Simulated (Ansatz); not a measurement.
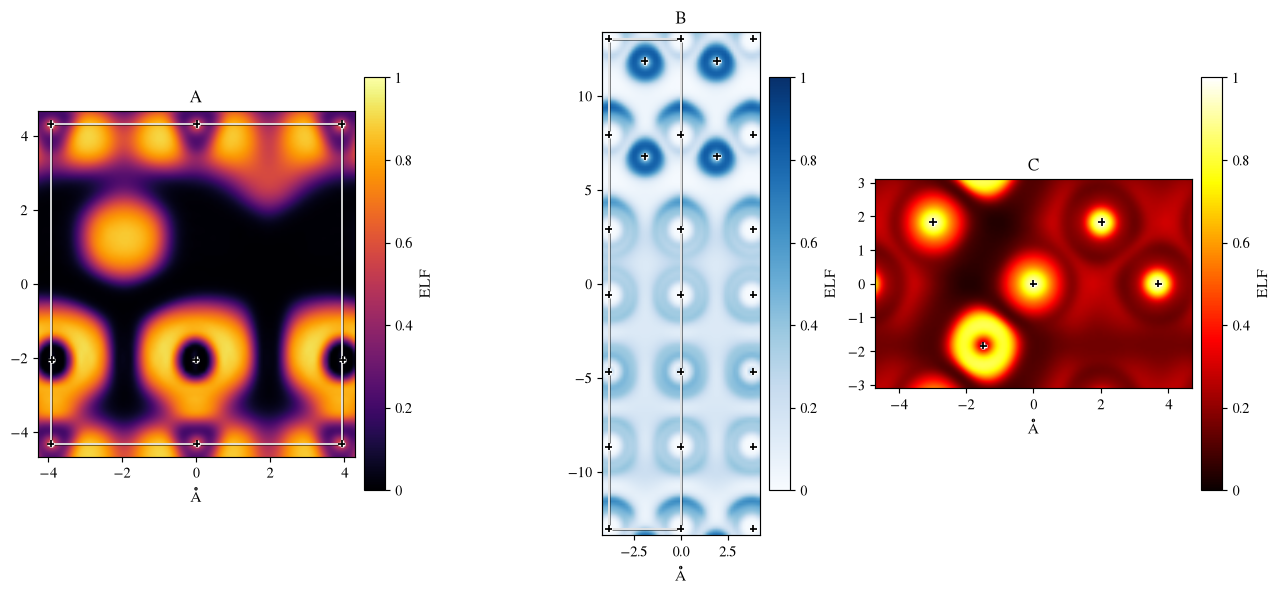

The ELF of 3 systems, each on a plane through atoms (crosses mark nuclei in the plane).

Level of theory: DFT PBE, scalar-relativistic, plane waves, PAW (Ansatz).

System 1: Sn$_{5}$BiO$_{2}$, the (010) plane of the conventional cell. Space group P4/nmm; a generated structure, not necessarily the stable one.

```
Sn Bi O
1.0
     3.84772    0.00000    0.00000
     0.00000    3.84772    0.00000
     0.00000    0.00000   26.07485
Sn Bi O
10 2 4
Cartesian
  1.9239 0.0000 3.7206
  0.0000 1.9239 1.3747
  1.9239 0.0000 24.7002
  0.0000 1.9239 22.3542
  1.9239 0.0000 16.1693
  1.9239 0.0000 19.6484
  0.0000 1.9239 17.9843
  0.0000 1.9239 9.9056
  0.0000 1.9239 6.4264
  1.9239 0.0000 8.0905
  0.0000 1.9239 13.9993
  1.9239 0.0000 12.0755
  0.0000 0.0000 2.5360
  1.9239 1.9239 2.5360
  1.9239 1.9239 23.5388
  0.0000 0.0000 23.5388
```

System 2: Si$_{4}$Br$_{3}$, the (010) plane of the conventional cell. Space group P-3m1; a generated structure, not necessarily the stable one.

```cif
data_structure
_symmetry_space_group_name_H-M 'P 1'
_symmetry_Int_Tables_number 1
_cell_length_a 7.8602
_cell_length_b 7.8602
_cell_length_c 8.6329
_cell_angle_alpha 90.000
_cell_angle_beta 90.000
_cell_angle_gamma 120.000
_cell_volume 461.91
loop_
_atom_site_label
_atom_site_type_symbol
_atom_site_fract_x
_atom_site_fract_y
_atom_site_fract_z
_atom_site_occupancy
Si1 Si 0.33471 0.16735 0.95972 1
Si2 Si 0.83265 0.16735 0.95972 1
Si3 Si 0.83265 0.66529 0.95972 1
Si4 Si 0.66667 0.33333 0.04107 1
Si5 Si 0.66529 0.83265 0.04028 1
Si6 Si 0.16735 0.33471 0.04028 1
Si7 Si 0.16735 0.83265 0.04028 1
Si8 Si 0.33333 0.66667 0.95893 1
Br1 Br 0.32932 0.16466 0.69744 1
Br2 Br 0.83534 0.16466 0.69744 1
Br3 Br 0.83534 0.67068 0.69744 1
Br4 Br 0.67068 0.83534 0.30256 1
Br5 Br 0.16466 0.32932 0.30256 1
Br6 Br 0.16466 0.83534 0.30256 1
```

System 3: Cd$_{2}$Cu$_{2}$O, the (110) plane of the conventional cell. Space group P-3m1; a generated structure, not necessarily the stable one; computed without spin polarisation.

### Which map belongs to which system?

Panel A is system 2, Si$_{4}$Br$_{3}$: the plane holds Si and Br. Si–Br (2.26 Å): the ELF peaks at about 0.85 between the atoms. Panel B is system 1, Sn$_{5}$BiO$_{2}$: the plane holds Sn, Bi and O. Sn–O (2.26 Å): the ELF peaks at about 0.85 in the valence shell of O, 0.6 Å from its nucleus, and is about 0.20 at the midpoint (no shared electron pair shows on this line). Panel C is system 3, Cd$_{2}$Cu$_{2}$O: the plane holds Cd, Cu and O. Cd–O (2.36 Å): the ELF is about 0.10 at the midpoint; no localised pair shows between them.
